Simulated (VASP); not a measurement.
Band structure of NiSb (NiAs type). Method: vdW-DF-cx, VASP's PBE PAW potentials (set 64) (plane waves; VASP).

Unless said otherwise, spin-orbit coupling is left out, though it shifts the bands of the heavy elements here.

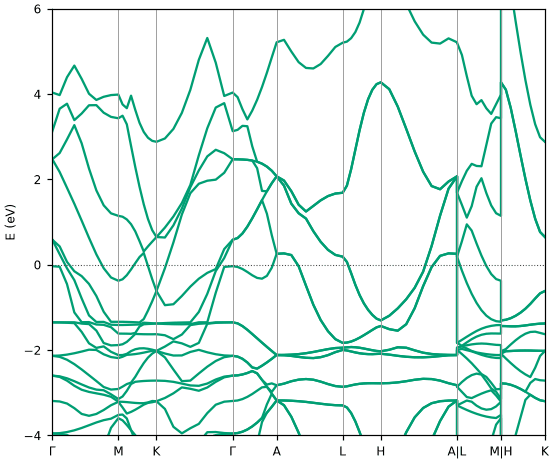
*Bands along high-symmetry lines, zero at the valence-band maximum or, without a gap, the Fermi level*

Task: Read the plot: is there a gap, and where are the band edges?

Result: It has no gap at this level: it comes out as a metal or semimetal. (Edges off the drawn lines would not show.)

The compound is NiSb in the NiAs type structure. It was relaxed first. The run is not spin-polarised, so no magnetic state was tried.
